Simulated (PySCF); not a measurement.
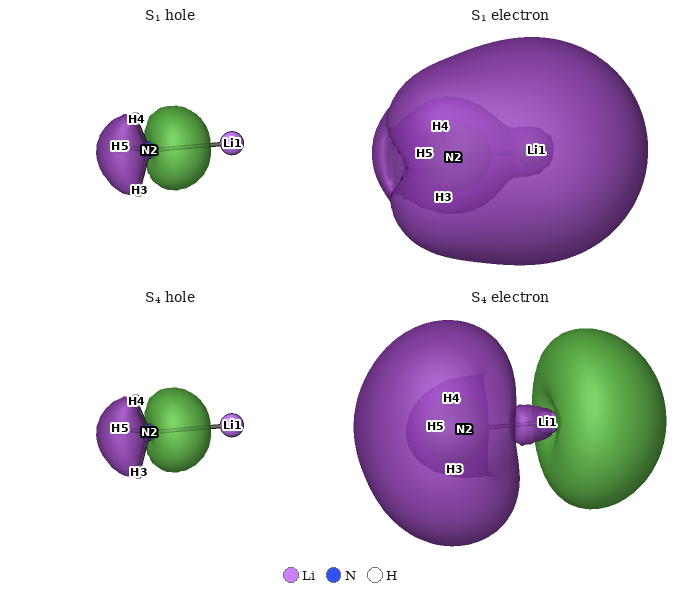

Figure 1: H₃LiN, charge +1, SMILES `[Li+].N`. Leading natural transition orbitals (TDA singlet states).

Method: LC-wPBE/def2-SVP; geometry: GFN2-xTB; program: PySCF. The pair's geometry is semi-empirical, so its contact may be too short or too long. GFN2-xTB bond lengths at metals and heavier atoms can be off by up to 0.1 Å and shapes distorted, which carries into these values. Without diffuse functions Rydberg states are missing, so the states' numbers hold for this basis only.

Q: Describe these excited states.

A: By state:
- S₁: 9.03 eV (137 nm), f = 0.069, partly diffuse acceptor orbital, which a basis without diffuse functions describes poorly; the leading pair carries 100 %; hole on N2 (75 %), Li1 (7 %) and H3, H4 and H5 (6 % each), electron on Li1 (73 %), N2 (9 %) and H3, H4 and H5 (6 % each) (atom shares of so diffuse an orbital are rough); their centroids lie 1.5 Å apart.
- S₄: 10.84 eV (114 nm), f = 0.026, partly diffuse acceptor orbital, which a basis without diffuse functions describes poorly; the leading pair carries 100 %; hole on N2 (75 %), Li1 (7 %) and H3, H4 and H5 (6 % each), electron on Li1 (47 %), N2 (14 %) and H3, H4 and H5 (13 % each) (atom shares of so diffuse an orbital are rough); their centroids lie 0.6 Å apart.

The PySCF run took 13 s on 1 thread of Arm Neoverse V1, on a shared host, peak memory 0.26 GiB.
